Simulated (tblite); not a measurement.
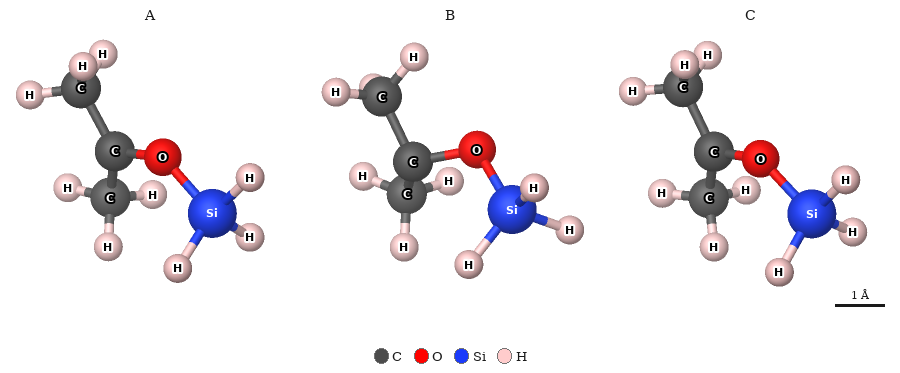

3 geometries from one relaxation of C3H9OSi (multiplicity 2), in shuffled order. A ball-and-stick model, seen from a free direction.

Level of theory: GFN2-xTB geometry optimisation, gas phase in tblite. 

**Order the frames from highest to lowest energy.**

B, A, C. They are steps 0, 125, 156, at +1.082 eV, +0.016 eV relative to the last. After 156 geometry steps the energy has fallen by 1.082 eV. The atom that moves furthest after the best rigid fit is an H atom (1.03 Å). By element the largest moves are H 1.03 Å, O 0.59 Å, C 0.27 Å, Si 0.11 Å. Among the contacts that change: O–Si 1.705 → 1.619 Å, C–O 1.395 → 1.347 Å, C–C 1.522 → 1.485 Å, C–H 1.121 → 1.087 Å. Among the angles between lasting bonds that change: C–O–Si 113.4° → 136.7°, C–C–C 105.2° → 121.6°, O–Si–H 112.9° → 99.2°. Groups turn about O–Si by about 65°.
